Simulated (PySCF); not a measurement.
System: C₅H₅OP.

```xyz
12

C    -2.0703    1.3659   -0.1565
C    -1.4143    0.4554   -0.5716
C    -0.6001   -0.6496   -1.0051
P     0.5259   -1.2023    0.3346
O     1.3184   -2.3865    0.0057
C     1.4623    0.2415    0.7421
C     2.1617    1.1917    0.9659
H    -2.6568    2.1670    0.1809
H    -1.2135   -1.5106   -1.2919
H     0.0265   -0.3715   -1.8606
H    -0.2927   -1.3363    1.4531
H     2.7540    2.0347    1.1774
```

Geometry: GFN2-xTB.

These are results of PySCF 2.14.0, PBE0/def2-SVPD, SCF density, gas phase, not measurements.

> Predict the electron density and electron localisation function between the atoms.

C–C (1.20 Å): ρ is about 2.7 e/Å³ halfway; the ELF peaks at about 0.80 between the atoms: a short, multiple covalent bond.
P–O (1.46 Å): the density is about 1.9 e/Å³ at the midpoint; the ELF peaks at about 0.85 between the atoms (a polar covalent bond).
C–H (1.05 Å): the density is about 2.1 e/Å³ at the midpoint; the ELF climbs to about 1 towards the hydrogen, as it does in any bond to H; an ordinary covalent bond to hydrogen.
C–P (1.84 Å): ρ at the midpoint is about 1.2 e/Å³; the ELF peaks at about 0.95 between the atoms (a covalent bond).

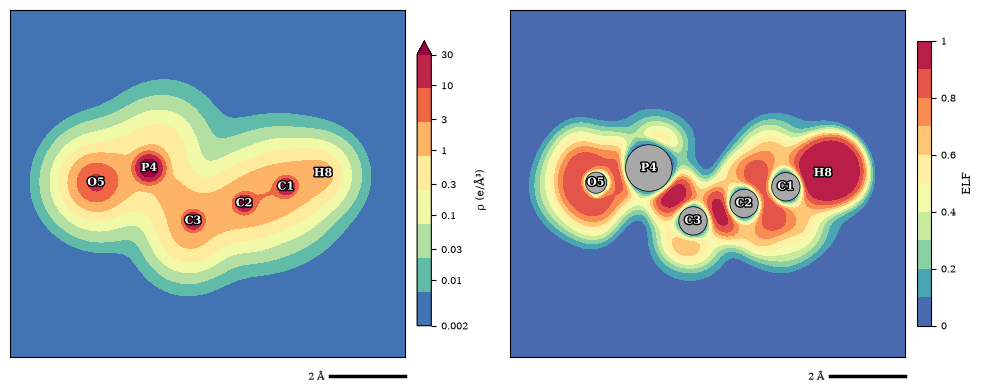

Computed electron density and electron localisation function on the plane of atoms C2, C3 and P4, in this order. Grey discs cover the atomic cores in the ELF map. 
